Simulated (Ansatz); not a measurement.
The calculation's input:

```
crystal:
  periodic: [false, false, false]
  atoms:
    - {symbol: C, position_ang: [-0.895139, -0.460194, 0.902360]}
    - {symbol: Cl, position_ang: [-2.649729, 0.755932, -1.518959]}
    - {symbol: F, position_ang: [-1.053703, -1.750917, -1.581267]}
    - {symbol: F, position_ang: [-3.188212, -1.791597, -0.156544]}
    - {symbol: Si, position_ang: [-1.913069, -0.895299, -0.532138]}
    - {symbol: Si, position_ang: [0.732751, -0.960172, 1.111376]}
    - {symbol: H, position_ang: [-1.345971, 0.158836, 1.677100]}
    - {symbol: H, position_ang: [1.451989, -1.792743, 0.128283]}
    - {symbol: H, position_ang: [1.528873, -0.575908, 2.297749]}
basis:
  gaussian:
    orbitals: def2-SVPD
hamiltonian:
  xc: pbe0
output: {forces: true, orbitals: {seedname: orbitals}}
```

Launched as:

```sh
ansatz run input.yaml --threads 2 --pin off --max-ram 4350MiB --events-out events.jsonl --progress --plain --runs-dir runs
```

Geometry: B3LYP/6-31G*.

Theory: isolated molecule in a Gaussian basis; Kohn-Sham density functional theory, functional PBE0 (Ansatz).

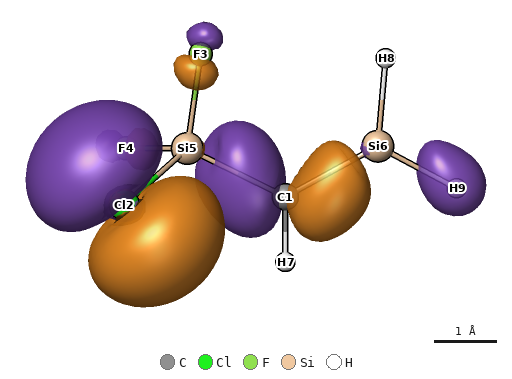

CH$_{3}$ClF$_{2}$Si$_{2}$. The HOMO−1 at ±0.1 Å⁻³ᐟ² (orange and purple are the two phases), seen at a tilt.

### What is the character of this orbital?

It lies mainly on Cl2 (about 70 %), C1 (about 10 %) and Si5 (about 10 %); largely a lone pair of Cl2. Its energy is −9.51 eV.
